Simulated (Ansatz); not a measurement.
**Abstraction of H: MgHCl + InH(OH) → MgCl + InH2(OH)**

Species: MgHCl `[MgH][Cl]`, singlet; InH(OH), doublet; MgCl, doublet; InH2(OH), singlet. A radical takes H: the energy is the difference in strength between the Mg–H bond broken and the In–H bond made.

Shapes, held fixed at every level: PBE0-D4/def2-TZVP. Flexible molecules stand in one conformer, not always the lowest. Programs: Ansatz 0.2.0. The zero-point and thermal change to 298 K, harmonic and unscaled (PBE0-D4/def2-TZVP), is +5.0 kJ/mol.

```tsv
level	kind	ΔH(298 K) (kJ/mol)	less CCSD(T)/def2-TZVPP
MP2/def2-TZVPP	perturbation theory	-15.3	-8.9
HF/def2-TZVPP	Hartree–Fock	-12.4	-6.0
SPW92/def2-TZVPP	LDA	-10.6	-4.2
B3LYP-D4/def2-TZVPP	global hybrid	+7.4	+13.8
r2SCAN0-D4/def2-TZVPP	global hybrid	-3.3	+3.1
wB97M-V/def2-TZVPP	range-separated hybrid	+5.5	+11.9
CCSD(T)/def2-SVP	coupled cluster or CI	-1.9	+4.5
CCSD(T)/def2-TZVPP	coupled cluster or CI	-6.4	0.0
```

The highest level, CCSD(T)/def2-TZVPP, gives ΔH(298 K) = -6.4 kJ/mol; the levels span -15.3 to +7.4. They disagree on the sign: 2 of 8 are positive. The column of differences is taken from that level and isn't an error. No measured value is set beside it here. Open shells run unrestricted. For atoms past krypton def2 sets carry core potentials with scalar relativity. Outer-core shells of In, Mg are correlated in most correlated rows, in sets that cover them unevenly.

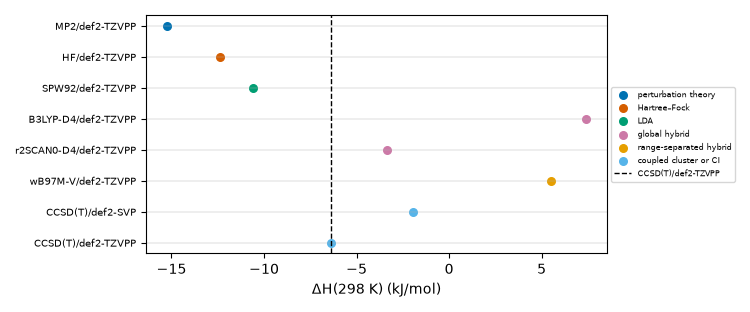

The values of the table, level by level.
